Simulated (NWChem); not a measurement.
# InNH3Cl (SMILES [NH2][InH][Cl]), step by step, part 1 of 2

Aim: a structure relaxation (singlet InNH3Cl, BP86/def2-SVP), then a geometry optimisation (doublet InNH3Cl+, UBP86/def2-SVP) of ClH3InN. 

The results are computed with NWChem 7.3.0.

**1. The molecule**

InNH3Cl has 6 atoms, charge 0, and is taken as a singlet. As SMILES, `[NH2][InH][Cl]`. Geometry: relaxed at PBE0-D4/def2-TZVP. The run starts from this shape.

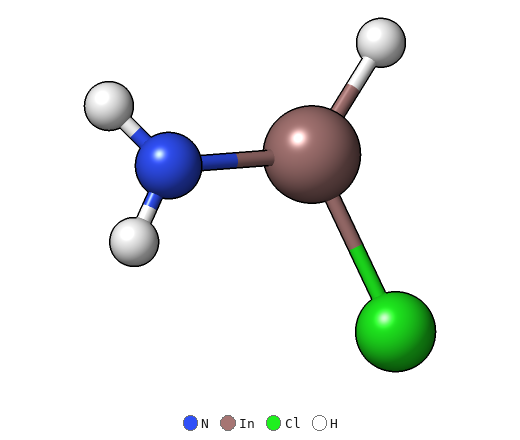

The structure, seen from a chosen angle (nitrogen blue, indium brown, chlorine green, hydrogen white).

**2. A structure relaxation at BP86/def2-SVP (core potential) (run 1)**

Contents of mymol.nw:

```
echo
start mymol
title "ClH3InN"
memory total 2200 mb

geometry units angstrom
   N    -1.020800    0.188100   -0.504100
   In    0.792100    0.148600    0.327900
   Cl    0.990800   -1.771000    1.649200
   H    -1.219400    0.761400   -1.308200
   H    -1.558200   -0.664500   -0.526800
   H     2.057500    1.273400    0.315800
end

basis spherical bse
   N library def2-SVP
   In library def2-SVP
   Cl library def2-SVP
   H library def2-SVP
end

ecp bse
   In library def2-SVP
end

dft
   xc becke88 perdew86
   grid fine
   convergence energy 1e-07
   iterations 100
   mulliken
   print low
end

driver
   maxiter 60
end

freq
   temp 3 298.15 400 700
end

task dft optimize
task dft frequencies
```

Command:

```console
$ nwchem mymol.nw > mymol.out
```

Log:

```text
============================== echo of input deck ==============================
echo
start mymol
title "ClH3InN"
memory total 2200 mb

geometry units angstrom
   N    -1.020800    0.188100   -0.504100
   In    0.792100    0.148600    0.327900
   Cl    0.990800   -1.771000    1.649200
   H    -1.219400    0.761400   -1.308200
   H    -1.558200   -0.664500   -0.526800
   H     2.057500    1.273400    0.315800
end

basis spherical bse
   N library def2-SVP
   In library def2-SVP
   Cl library def2-SVP
   H library def2-SVP
end

ecp bse
   In library def2-SVP
end

dft
   xc becke88 perdew86
   grid fine
   convergence energy 1e-07
   iterations 100
   mulliken
   print low
end

driver
   maxiter 60
end

freq
   temp 3 298.15 400 700
end

task dft optimize
task dft frequencies
================================================================================

             Northwest Computational Chemistry Package (NWChem) 7.3.0
             --------------------------------------------------------

           Job information
           ---------------

    nwchem branch   = 7.3.0
    use scalapack   = T
    input           = mymol.nw
    prefix          = mymol.
    data base       = ./mymol.db
    status          = startup
    nproc           =        1

           Memory information
           ------------------

    heap     =     72089596 doubles =      550.0 Mbytes
    stack    =     72089601 doubles =      550.0 Mbytes
    global   =    144179200 doubles =     1100.0 Mbytes (distinct from heap & stack)
    total    =    288358397 doubles =     2200.0 Mbytes
    verify   = yes
    hardfail = no

           Directory information
           ---------------------

  0 permanent = .
  0 scratch   = .

                                NWChem Input Module
                                -------------------

                                      ClH3InN
                                      -------

 Scaling coordinates for geometry "geometry" by  1.889725989
 (inverse scale =  0.529177249)

 C1  symmetry detected

          ------
          auto-z
          ------
  no constraints, skipping    0.0000000000000000
  no constraints, skipping    0.0000000000000000

                             Geometry "geometry" -> ""
                             -------------------------

 Output coordinates in angstroms (scale by  1.889725989 to convert to a.u.)

  No.       Tag          Charge          X              Y              Z
 ---- ---------------- ---------- -------------- -------------- --------------
    1 N                    7.0000    -1.33494409     1.47606921     0.04468134
    2 In                  49.0000     0.31902229     0.36128202    -0.00043403
    3 Cl                  17.0000    -0.27694678    -1.90035191     0.00308393
    4 H                    1.0000    -1.32402058     2.44659210    -0.22486952
    5 H                    1.0000    -2.21294502     1.04387459    -0.19731658
    6 H                    1.0000     1.95757760     0.78021249     0.07825751

      Atomic Mass
      -----------

      N                 14.003070
      In               114.904100
      Cl                34.968850
      H                  1.007825

 Effective nuclear repulsion energy (a.u.)     348.3282363629

            Nuclear Dipole moment (a.u.)
            ----------------------------
        X                 Y               Z
 ---------------- ---------------- ----------------
     0.0000000000    -0.0000000000     0.0000000000

                                Z-matrix (autoz)
                                --------

 Units are Angstrom for bonds and degrees for angles

      Type          Name      I     J     K     L     M      Value
      ----------- --------  ----- ----- ----- ----- ----- ----------
    1 Stretch                  1     2                       1.99509
    2 Stretch                  1     4                       1.00732
    3 Stretch                  1     5                       1.00809
    4 Stretch                  2     3                       2.33884
    5 Stretch                  2     6                       1.69309
    6 Bend                     1     2     3               109.21054
    7 Bend                     1     2     6               131.52947
    8 Bend                     2     1     4               121.55473
    9 Bend                     2     1     5               118.49308
   10 Bend                     3     2     6               119.06511
   11 Bend                     4     1     5               110.99422
   12 Torsion                  3     2     1     4        -161.39576
   13 Torsion                  3     2     1     5         -17.13089
   14 Torsion                  4     1     2     6          23.85832
   15 Torsion                  5     1     2     6         168.12319

            XYZ format geometry
            -------------------
     6
 geometry
 N                    -1.33494409     1.47606921     0.04468134
 In                    0.31902229     0.36128202    -0.00043403
 Cl                   -0.27694678    -1.90035191     0.00308393
 H                    -1.32402058     2.44659210    -0.22486952
 H                    -2.21294502     1.04387459    -0.19731658
 H                     1.95757760     0.78021249     0.07825751

 ==============================================================================
                                internuclear distances
[... 110 lines left out ...]
            Nuclear Dipole moment (a.u.)
[... 49 lines left out ...]
    Exchange-Corr. energy =      -53.177109782395
[... 106 lines left out ...]
         Total DFT energy =     -706.901029568115
[... 35 lines left out ...]
     step= 1.00 grad=-1.9D-03 hess= 9.2D-04 energy=   -706.901030 mode=accept
[... 67 lines left out ...]
@    1    -706.90102957 -9.7D-04  0.00813  0.00339  0.01970  0.04967     31.6
[... 61 lines left out ...]
    Exchange-Corr. energy =      -53.147406008630
[... 103 lines left out ...]
   convergence    iter        energy       DeltaE   RMS-Dens  Diis-err    time
[... 12 lines left out ...]
 Nuclear repulsion energy =      165.773282153300
[... 106 lines left out ...]
           Coulomb energy =      557.741646117106
[... 72 lines left out ...]
            Nuclear Dipole moment (a.u.)
[... 43 lines left out ...]
    Exchange-Corr. energy =      -53.143285438318
[... 106 lines left out ...]
      One electron energy =    -1376.738943180016
[... 35 lines left out ...]
 new step= 3.00                   predicted energy=   -706.901630
[... 80 lines left out ...]
           Coulomb energy =      557.455688768887
[... 105 lines left out ...]
         Total DFT energy =     -706.901651751394
[... 35 lines left out ...]
     step= 1.00 grad=-2.8D-05 hess= 3.9D-06 energy=   -706.901652 mode=downhill
[... 80 lines left out ...]
      One electron energy =    -1376.556827712186
[... 99 lines left out ...]
   convergence    iter        energy       DeltaE   RMS-Dens  Diis-err    time
[... 11 lines left out ...]
 Nuclear repulsion energy =      165.415884896774
[... 110 lines left out ...]
         Total DFT energy =     -706.901685841897
[... 49 lines left out ...]
@    6    -706.90168584 -7.8D-06  0.00072  0.00024  0.00523  0.01168    123.7
[... 61 lines left out ...]
    Exchange-Corr. energy =      -53.140192863960
[... 82 lines left out ...]
  The DFT is already converged
[... 77 lines left out ...]
      One electron energy =    -1376.641013778705
[... 35 lines left out ...]
 new step= 1.00                   predicted energy=   -706.901689
[... 113 lines left out ...]
   convergence    iter        energy       DeltaE   RMS-Dens  Diis-err    time
[... 9 lines left out ...]
 Nuclear repulsion energy =      165.421567331165
[... 79 lines left out ...]
         Total DFT energy =   -706.901689191306
[... 72 lines left out ...]
           Coulomb energy =      557.434198339314
[... 68 lines left out ...]
            Nuclear Dipole moment (a.u.)
[... 81 lines left out ...]
         Total DFT energy =     -706.901689804720
[... 35 lines left out ...]
     step= 1.00 grad=-2.6D-07 hess= 1.7D-07 energy=   -706.901690 mode=accept
[... 63 lines left out ...]
@   11    -706.90168980 -9.0D-08  0.00005  0.00002  0.00133  0.00258    171.6
[... 53 lines left out ...]
    Exchange-Corr. energy =      -53.139752473739
[... 77 lines left out ...]
  The DFT is already converged
[... 78 lines left out ...]
            Nuclear Dipole moment (a.u.)
[... 100 lines left out ...]
           Coulomb energy =      557.450472292947
[... 77 lines left out ...]
 stpr_wrt_fd_dipole: overwrite of existing file./mymol.fd_ddipole
[... 6 lines left out ...]
 d_dipole_x/<atom=   1,z> =     0.1101     [    0.5287]
[... 4 lines left out ...]
 d_dipole_x/<atom=   3,y> =    -0.0625     [   -0.3003]
[... 4 lines left out ...]
 d_dipole_x/<atom=   5,x> =     0.1017     [    0.4884]
[... 4 lines left out ...]
 d_dipole_x/<atom=   6,z> =    -0.0555     [   -0.2667]
[... 5 lines left out ...]
 d_dipole_y/<atom=   2,x> =    -0.0243     [   -0.1169]
[... 4 lines left out ...]
 d_dipole_y/<atom=   3,z> =     0.0277     [    0.1333]
[... 4 lines left out ...]
 d_dipole_y/<atom=   5,y> =     0.1200     [    0.5764]
[... 5 lines left out ...]
 Z vector of derivative dipole (au) [debye/angstrom]
[... 4 lines left out ...]
 d_dipole_z/<atom=   2,y> =    -0.0095     [   -0.0456]
[... 4 lines left out ...]
 d_dipole_z/<atom=   4,x> =    -0.0246     [   -0.1181]
[... 4 lines left out ...]
 d_dipole_z/<atom=   5,z> =     0.2017     [    0.9690]
[... 79 lines left out ...]
 Normal Eigenvalue ||         Derivative Dipole Moments (debye/angs)
[... 20 lines left out ...]
        Vibrational analysis via the FX method
  --- with translations and rotations projected out ---
  --- via the Eckart algorithm                      ---
 Projected Nuclear Hessian trans-rot subspace norm:8.0427D-34
                         (should be close to zero!)

          --------------------------------------------------------
          MASS-WEIGHTED PROJECTED HESSIAN (Hartree/Bohr/Bohr/Kamu)
          --------------------------------------------------------

               1            2            3            4            5            6            7            8            9           10
   ----- ----- ----- ----- -----
    1    3.33415D+01
    2    6.91634D+00  3.88610D+01
    3    8.59352D+00 -7.22749D+00  7.60052D+00
    4   -2.99976D+00  1.62380D+00 -1.55839D-01  2.19961D+00
[... 13 lines of this table left out ...]
   18    8.54992D-02 -9.97425D-02  2.64767D-01 -7.66055D-01 -4.96531D-02 -9.43322D-01  2.33388D-02  7.70763D-02  3.45371D-01  8.18373D-01

              11           12           13           14           15           16           17           18
   ----- ----- ----- ----- -----
   11    3.76905D+02
   12   -1.39376D+02  6.20448D+01
   13    4.55368D+00 -2.86106D+00  3.14622D+02
   14   -1.22239D+01 -1.24294D+01  1.49578D+02  1.22661D+02
   15    8.66873D+00 -2.66174D-01  1.06300D+02  4.58011D+01  4.62715D+01
   16   -1.22770D-01  2.80962D-01 -1.37119D+00  2.22513D+00  1.52326D+00  1.13603D+02
   17   -2.49797D-01  2.84650D-02  1.06664D+00 -1.22902D+00 -6.00399D-01  2.54799D+01  1.34303D+01
   18   -5.72184D-01  2.55104D-01  3.90046D-01 -4.30059D-01  1.79908D+00  6.51507D+00  1.45020D+00  4.99695D+00

 center of mass
 --------------
 x =   0.07915089 y =  -0.01823139 z =  -0.01012310

 moments of inertia (a.u.)
 ------------------
         671.554585330852           5.998320496127           5.878681236171
           5.998320496127         181.844814601665          -4.299242753826
           5.878681236171          -4.299242753826         851.083367231534

 Rotational Constants
 --------------------
 A=   0.331238 cm-1  (  0.476567 K)
 B=   0.089658 cm-1  (  0.128996 K)
 C=   0.070716 cm-1  (  0.101742 K)

 Temperature                      =   298.15K
 frequency scaling parameter      =   1.0000

 Zero-Point correction to Energy  =   19.279 kcal/mol  (  0.030724 au)
 Thermal correction to Energy     =   22.783 kcal/mol  (  0.036308 au)
 Thermal correction to Enthalpy   =   23.376 kcal/mol  (  0.037252 au)

 Total Entropy                    =   77.106 cal/mol-K
   - Translational                =   41.226 cal/mol-K (mol. weight = 166.8995)
   - Rotational                   =   26.132 cal/mol-K (symmetry #  =        1)
   - Vibrational                  =    9.747 cal/mol-K

 Cv (constant volume heat capacity) =   17.533 cal/mol-K
   - Translational                  =    2.979 cal/mol-K
   - Rotational                     =    2.979 cal/mol-K
   - Vibrational                    =   11.574 cal/mol-K

 Temperature                      =   400.00K
 frequency scaling parameter      =   1.0000

 Zero-Point correction to Energy  =   19.279 kcal/mol  (  0.030724 au)
 Thermal correction to Energy     =   24.674 kcal/mol  (  0.039321 au)
 Thermal correction to Enthalpy   =   25.469 kcal/mol  (  0.040587 au)

 Total Entropy                    =   83.131 cal/mol-K
   - Translational                =   42.686 cal/mol-K (mol. weight = 166.8995)
   - Rotational                   =   27.007 cal/mol-K (symmetry #  =        1)
   - Vibrational                  =   13.438 cal/mol-K

 Cv (constant volume heat capacity) =   19.460 cal/mol-K
   - Translational                  =    2.979 cal/mol-K
   - Rotational                     =    2.979 cal/mol-K
   - Vibrational                    =   13.502 cal/mol-K

 Temperature                      =   700.00K
 frequency scaling parameter      =   1.0000

 Zero-Point correction to Energy  =   19.279 kcal/mol  (  0.030724 au)
 Thermal correction to Energy     =   31.047 kcal/mol  (  0.049477 au)
 Thermal correction to Enthalpy   =   32.438 kcal/mol  (  0.051693 au)

 Total Entropy                    =   96.048 cal/mol-K
   - Translational                =   45.465 cal/mol-K (mol. weight = 166.8995)
   - Rotational                   =   28.675 cal/mol-K (symmetry #  =        1)
   - Vibrational                  =   21.908 cal/mol-K

 Cv (constant volume heat capacity) =   22.658 cal/mol-K
   - Translational                  =    2.979 cal/mol-K
   - Rotational                     =    2.979 cal/mol-K
   - Vibrational                    =   16.699 cal/mol-K

          -------------------------------------------------
          NORMAL MODE EIGENVECTORS IN CARTESIAN COORDINATES
          -------------------------------------------------
             (Projected Frequencies expressed in cm-1)

                    1           2           3           4           5           6

 P.Frequency       -0.00       -0.00        0.00        0.00        0.00        0.00

           1    -0.01111    -0.11719    -0.00342     0.00649     0.04363    -0.00696
[... 16 lines of this table left out ...]
          18     0.18755     0.00324     0.08683    -0.20237    -0.00092     0.00097

                    7           8           9          10          11          12

 P.Frequency      110.65      275.31      330.86      356.32      389.02      443.37

           1     0.08037    -0.01313    -0.05023     0.03717     0.04407    -0.06281
[... 16 lines of this table left out ...]
          18     0.00168     0.32827     0.39678    -0.42972     0.65064    -0.17105

                   13          14          15          16          17          18

 P.Frequency      597.48      755.80     1466.18     1789.48     3434.67     3543.46

           1    -0.16994    -0.05516     0.06202     0.00179     0.03925    -0.04262
[... 16 lines of this table left out ...]
          18    -0.04299     0.02454    -0.01928     0.05730    -0.00174     0.00019

 ----------------------------------------------------------------------------
 Normal Eigenvalue ||    Projected Derivative Dipole Moments (debye/angs)
  Mode   [cm**-1]  ||      [d/dqX]             [d/dqY]           [d/dqZ]
 ------ ---------- || ------------------ ------------------ -----------------
    1       -0.000 ||       0.122              -0.030            -0.082
    2       -0.000 ||      -0.098               0.001            -0.002
    3        0.000 ||       0.039               0.061             0.187
[... 14 lines of this table left out ...]
   18     3543.458 ||       0.393               0.507            -0.011
 ----------------------------------------------------------------------------

 ----------------------------------------------------------------------------
 Normal Eigenvalue ||           Projected Infra Red Intensities
  Mode   [cm**-1]  || [atomic units] [(debye/angs)**2] [(KM/mol)] [arbitrary]
 ------ ---------- || -------------- ----------------- ---------- -----------
    1       -0.000 ||    0.000978           0.023         0.953       0.317
    2       -0.000 ||    0.000415           0.010         0.404       0.134
    3        0.000 ||    0.001743           0.040         1.699       0.565
[... 14 lines of this table left out ...]
   18     3543.458 ||    0.017832           0.411        17.384       5.779
 ----------------------------------------------------------------------------

 vib:animation  F

 Task  times  cpu:      190.7s     wall:      190.7s
 Total times  cpu:      369.4s     wall:      369.4s
```

It took 6.2 min on 1 thread of Intel Xeon Platinum 8488C (Sapphire Rapids), shared host; peak memory 0.19 GiB.

The path in brief:

| step | energy from the first frame kept (eV) |
| --- | --- |
| 0 | 0.0000 |
| 1 | -0.0264 |
| 2 | -0.0394 |
| 3 | -0.0411 |
| 4 | -0.0427 |
| 5 | -0.0441 |
| 6 | -0.0443 |
| 7 | -0.0443 |
| 8 | -0.0444 |
| 9 | -0.0444 |
| 10 | -0.0444 |
| 11 | -0.0444 |
| 12 | -0.0444 |

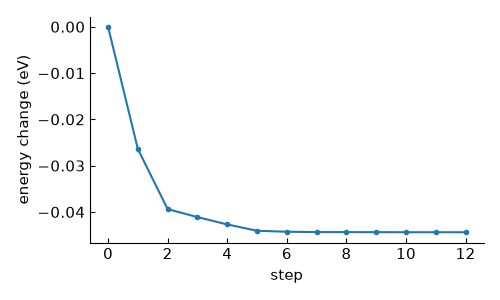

Energy along the run.

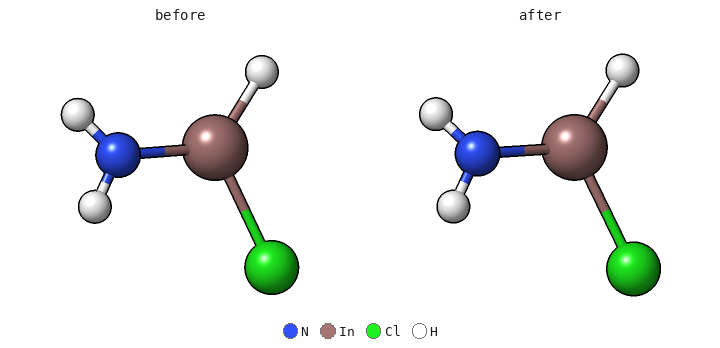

Before and after, at one scale.

After the run. Bond lengths: N1–In2 2.041 Å, In2–Cl3 2.384 Å, N1–H4 1.027 Å, N1–H5 1.027 Å, In2–H6 1.716 Å. Angles: N1–In2–Cl3 110.1°, N1–In2–H6 130.9°, Cl3–In2–H6 118.4°, In2–N1–H4 117.5°, In2–N1–H5 115.5°, H4–N1–H5 109.3°.

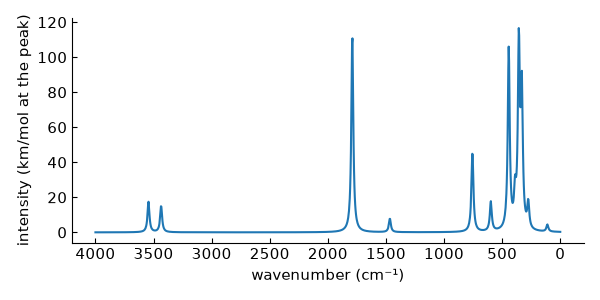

Harmonic infrared spectrum, unscaled, lines broadened by 10 cm⁻¹.

(Continued in part 2 of 2.)
